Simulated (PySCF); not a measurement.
# C₄H₁₄N₂Si, SMILES `CN(C)[SiH2]N(C)C`: electronic structure

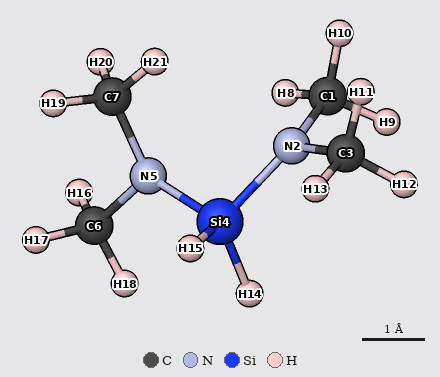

The molecule, with its atoms numbered as below. No frequency check shows the geometry to be a minimum.

Coordinates in Å:

```
C1      -1.4992    1.1971    0.8821
N2      -1.3711    0.0939   -0.0377
C3      -2.6504   -0.3934   -0.4770
Si4      0.0003   -0.9438    0.0006
N5       1.3709    0.0939    0.0371
C6       2.6503   -0.3941    0.4755
C7       1.4990    1.1987   -0.8808
H8      -0.5130    1.5237    1.1981
H9      -2.0780    0.9166    1.7714
H10     -2.0134    2.0320    0.3944
H11     -3.2166    0.4160   -0.9481
H12     -3.2474   -0.7830    0.3580
H13     -2.5117   -1.1919   -1.2001
H14      0.1563   -1.7914    1.1916
H15     -0.1564   -1.7893   -1.1956
H16      3.2164    0.4146    0.9480
H17      3.2473   -0.7822   -0.3602
H18      2.5116   -1.1938    1.1972
H19      2.0778    0.9198   -1.7706
H20      2.0131    2.0328   -0.3916
H21      0.5127    1.5258   -1.1962
```

### 1. Bonding charge

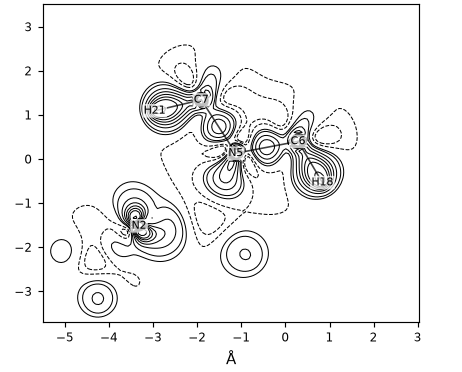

Deformation density (molecule less spherical, spin-averaged free atoms) in the plane of N2, N5, C6, C7, H18 and H21; contours at ±0.05 to ±0.8 e/Å³; solid lines: gain, dashed lines: loss.

Level of theory: PBE0/def2-SVP (PySCF), at a geometry from GFN2-xTB.

How much density has each bond in this plane gained at its critical point, relative to the free atoms?

Answer. C7–H21: +0.72 e/Å³ at the bond critical point (bond length 1.09 Å, Mayer order 1.0). C6–H18: +0.71 e/Å³ at the bond critical point (bond length 1.09 Å, Mayer order 1.0). N5–C6: +0.32 e/Å³ at the bond critical point (bond length 1.44 Å, Mayer order 1.0). N5–C7: +0.31 e/Å³ at the bond critical point (bond length 1.44 Å, Mayer order 1.0). In all, 4.6 electrons gather in the regions of gain relative to the promolecule.

### 2. Local ionisation energy

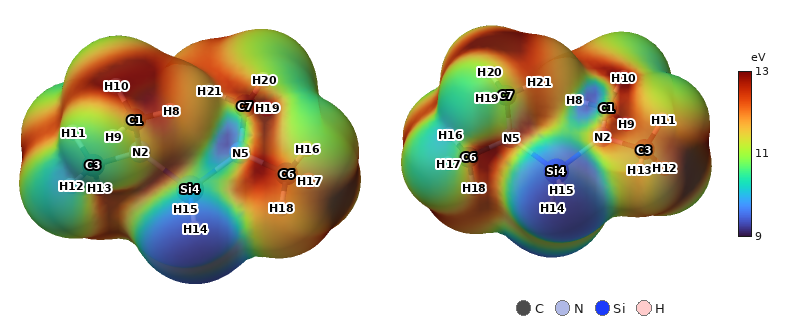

Average local ionisation energy on the surface of electron density 0.001 a.u. (back view left, front view right).

Locate the minima of the map.

Answer. The lowest value is 9.2 eV, 1.5 Å from H15. Further minima include 9.5 eV, near H8 (1.89 Å) and N5 (1.98 Å); 9.5 eV, 1.8 Å from H21; 10.0 eV, about equally far (1.6 Å) from H9 and H12, and at like points elsewhere. For comparison, the highest occupied orbital lies at −6.1 eV.

What volume does the surface enclose, and what is the dipole moment?

Answer. About 179 Å³; the dipole moment is 0.5 D.

### 3. Excited states

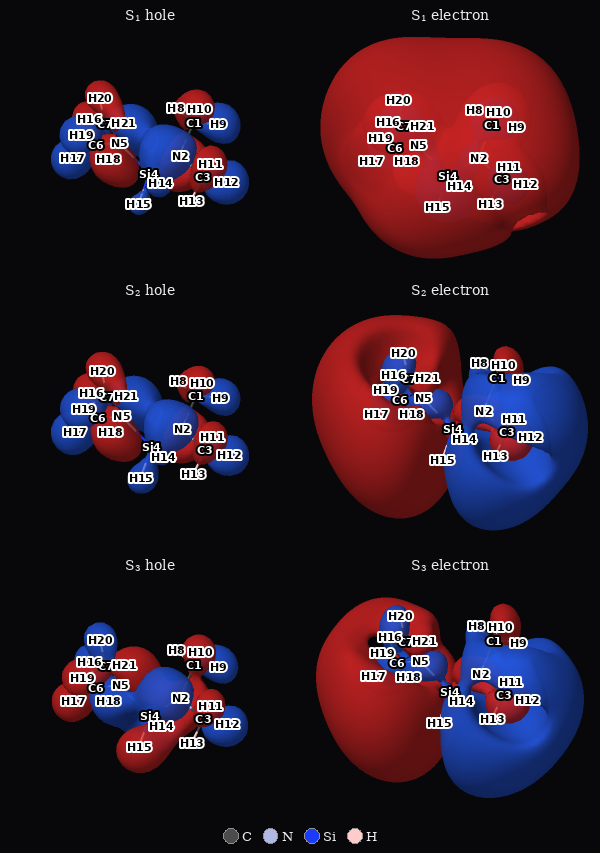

Leading natural transition orbitals (full linear response singlet states).

PySCF calculation, PBE0/6-31+G*, gas phase; geometry: GFN2-xTB.

Give the energy and character of each state.

Answer. By state:
- S₁: 5.49 eV (226 nm), f = 0.009, diffuse (Rydberg-like) orbital; the leading pair carries 78 %; hole on N2 and N5 (27 % each) and Si4 (8 %), electron on Si4 (17 %), C1 and C7 (9 % each) and C3 and C6 (8 % each) (atom shares of so diffuse an orbital are rough) (shares are of the whole state, not of the leading pair alone); their centroids lie 0.2 Å apart; S₂ lies within 0.1 eV of it.
- S₂: 5.51 eV (225 nm), f = 0.042, diffuse (Rydberg-like) orbital; the leading pair carries 61 %; hole on N2 and N5 (27 % each) and Si4 (9 %), electron on Si4 (22 %), C3 and C6 (10 % each) and C1 and C7 (6 % each) (atom shares of so diffuse an orbital are rough) (shares are of the whole state, not of the leading pair alone); their centroids lie 0.7 Å apart; S₁ lies within 0.1 eV of it.
- S₃: 5.78 eV (215 nm), f = 0.009, diffuse (Rydberg-like) orbital; the leading pair carries 75 %; hole on N2 and N5 (25 % each) and Si4 (10 %), electron on Si4 (28 %), C3 and C6 (9 % each) and C1 and C7 (6 % each) (atom shares of so diffuse an orbital are rough) (shares are of the whole state, not of the leading pair alone); their centroids lie 0.9 Å apart; S₄ lies within 0.1 eV of it.

### 4. In an electric field

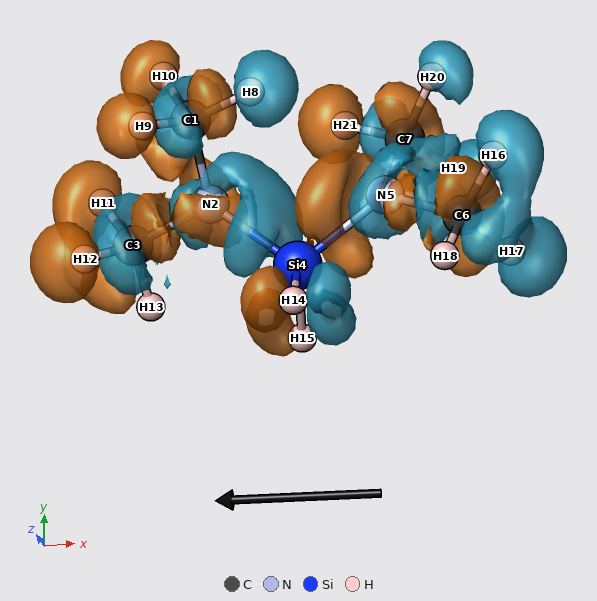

Change of the electron density in a uniform field of 0.41 V/Å along −x (arrow), surfaces at ±0.004 e/Å³ (light blue: gain, orange: loss).

Computed with PySCF, TPSS/6-31+G*, geometry: GFN2-xTB. The basis has diffuse s and p functions alone, which still leaves polarisabilities too small, most of all across bonds.

The field was applied in both directions; the picture shows the one opposite to the script's first.

What dipole is induced, and what polarisability does it imply?

Answer. The induced dipole is 2.14 D (along the field); α along this axis, from the fields in both directions, is 105 bohr³ (15.6 Å³).

### 5. Removing or adding an electron

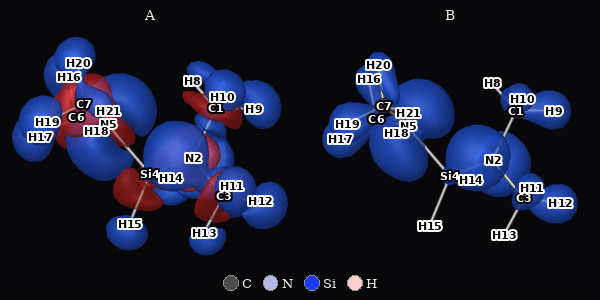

The Fukui function f⁻ from two separate SCF calculations and the density of the HOMO, at ±0.015 e/Å³ (blue positive, red negative).

Computed with PySCF, HF/def2-SVP, geometry: GFN2-xTB.

Which panel is which, and how good is the frozen-orbital picture?

Answer. A is f⁻ (it has negative regions), B the HOMO density. The HOMO lies on N2 and N5 (27 % each) and Si4 (8 %); f⁻ (Hirshfeld-condensed) is largest on N2 and N5 (0.17 each); the vertical ionisation energy is 7.96 eV (the stability of the cation's solution wasn't checked). Relaxation shifts 28 % of the electron between atoms. The orbital energy is −9.49 eV.

### 6. Localised orbitals

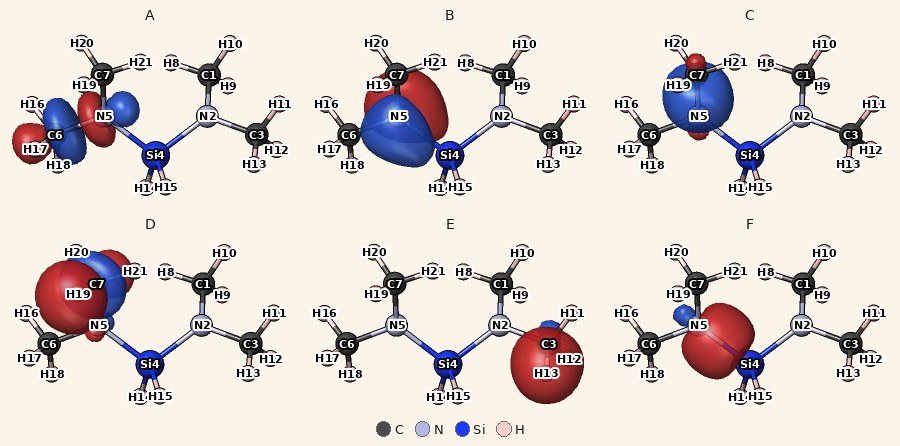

Intrinsic bond orbitals (IBO), occupied and valence-virtual; each surface holds about 85 % of the orbital's density. Energies are diagonal elements of the Fock matrix.

Method: ωB97X/6-31+G*; geometry: GFN2-xTB; program: PySCF.

What does each orbital represent in a Lewis picture?

Answer. By panel:
- A: σ* orbital C6–N5 (C6 57 %, N5 43 %; 12.8 eV)
- B: lone pair on N5 (p-type) (N5 90 %, Si4 4 %; −10.3 eV)
- C: σ bond N5–C7 (N5 57 %, C7 42 %; −20.0 eV)
- D: σ* orbital H19–C7 (H19 56 %, C7 43 %; 12.7 eV)
- E: σ bond C3–H13 (C3 57 %, H13 42 %; −16.3 eV)
- F: σ bond N5–Si4 (N5 72 %, Si4 27 %; −17.9 eV)

How do all the valence pairs divide up?

Answer. 22 pairs: 20 σ bonds and 2 lone pairs.
